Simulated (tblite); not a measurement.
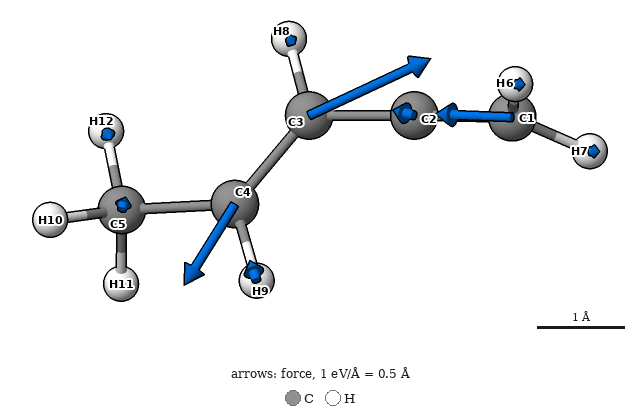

Starting geometry of C5H7 (multiplicity 2) with the computed forces as blue arrows. Style: ball-and-stick. Shown at a tilt.

The calculation used GFN2-xTB geometry optimisation, gas phase in tblite 0.8.0. 

Is this structure relaxed? If not, where do the atoms go?

It isn't relaxed: the largest force vector, on C3, is 3.27 eV/Å. The final displacements follow the starting forces only in part (cosine between the two patterns 0.32). The largest moves after the best rigid fit, 0.083 Å, are those of H9 and H12. Largest moves by element: H 0.083 Å, C 0.073 Å. Among the contacts that change: C2–C3 1.404 → 1.343 Å, C3–C4 1.333 → 1.380 Å, C1–C2 1.312 → 1.289 Å, C4–H9 1.103 → 1.080 Å. Bond angles that change, for instance: H6–C1–H7 119.8° → 115.0°, C2–C3–C4 122.5° → 125.3°, C2–C1–H6 119.8° → 122.5°. After 33 geometry steps the energy has fallen by 3.72 kcal/mol.
